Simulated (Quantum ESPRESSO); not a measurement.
One Al site of Al₂O₃ in R-3c, with the coupling taken from a PBE PAW density (pw.x of a modified build of Quantum ESPRESSO, JTH datasets) with the all-electron reconstruction of Petrilli and co-workers (|Q| = 0.1466 barn). The cell was made here from a computed Materials Project entry: strained by -2 % along the unique axis and by +1 % across it, atoms relaxed (PBE without dispersion, pw.x of Quantum ESPRESSO, symmetry kept). The parent is Al2O3 in R-3c. Stability against distortions was not tested. Cores are frozen. Against all-electron runs on small test molecules, this scheme's |Vzz| missed by −7 % on Al, −2 to +6 % on O.

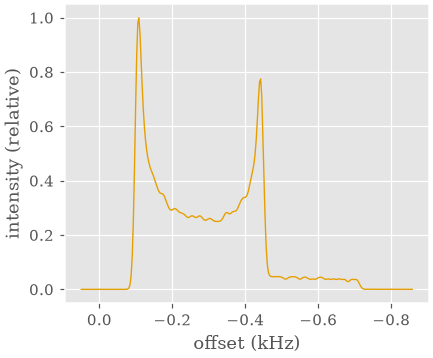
Figure: Simulated fast-MAS powder pattern of the ²⁷Al central transition at 11.7 T (Larmor frequency ν0 = 129.9 MHz, I = 5/2), second-order quadrupolar broadening alone, zero at the isotropic chemical shift

Problem. Estimate |C_Q| and η_Q from the pattern.

Solution. 
|C_Q| ≈ 2.5 MHz and η_Q ≈ 0.0. The pattern runs from -0.714 to -0.102 kHz before smoothing, a width that goes as C_Q²/ν0, with its centre of gravity at -0.286 kHz.
